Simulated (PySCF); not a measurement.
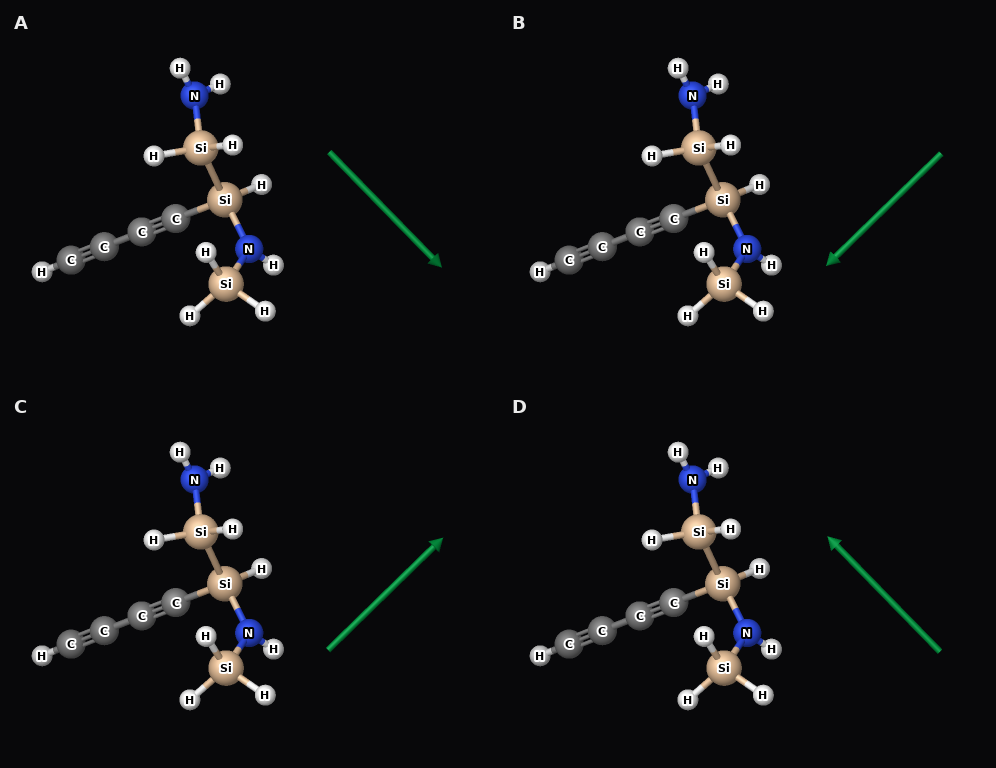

The same molecule four times, each with an arrow. The geometry was computed by an optimisation with GFN2-xTB. No frequency run is at hand to confirm it as a minimum. Method: PBE0/pcSseg-1, gas phase (PySCF 2.14.0).

Question: Which arrow points along the dipole moment, from the negative to the positive end?

Answer: C. The dipole moment is 1.02 D.

The geometry is semi-empirical. Around Si such bond lengths and angles can be off by a tenth of an ångström or more and by several degrees, and values that hang on the shape move with them.
